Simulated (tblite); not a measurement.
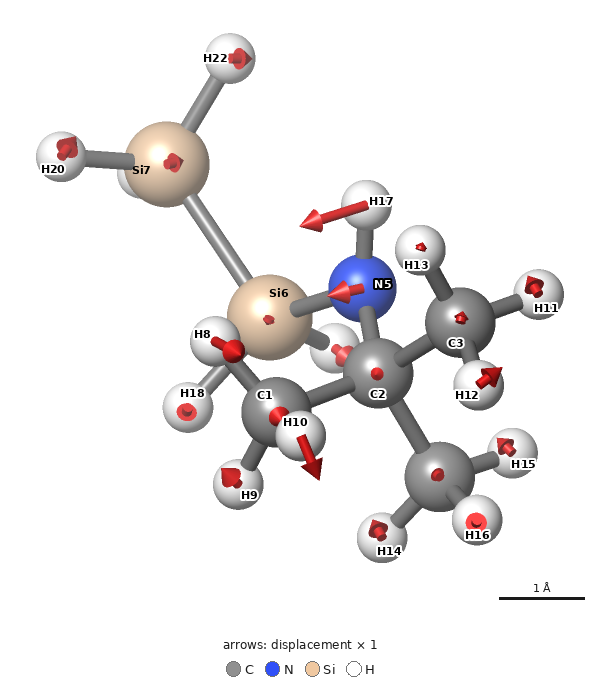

A relaxation of C₄H₁₅NSi₂. The starting structure is drawn; red arrows show the displacements, at their true length. The two geometries are superimposed by the best rigid fit.

A ball-and-stick model, seen from a free direction.

The calculation used tblite 0.8.0, GFN2-xTB geometry optimisation, gas phase. 

> Atoms of which element are displaced furthest, and by how much?

Hydrogen: up to 0.90 Å, against 0.46 Å for nitrogen.

> Describe the change and its energy.

After 129 geometry steps the energy has fallen by 15.1 kcal/mol. The largest move after the best rigid fit is that of an H atom, 0.90 Å. By element the largest moves are H 0.90 Å, N 0.46 Å, C 0.33 Å, Si 0.27 Å. Some distances before and after: C–C 1.488 → 1.535 Å, C–H 1.125 → 1.086 Å, N–Si 1.754 → 1.717 Å, Si–Si 2.262 → 2.297 Å. Among the angles between lasting bonds that change: C–N–Si 117.8° → 128.2°, Si–Si–H 105.3° → 113.8°, C–N–H 117.8° → 110.0°. Groups turn about N–Si by about 30°, C–C by about 30°, C–N by about 25°.
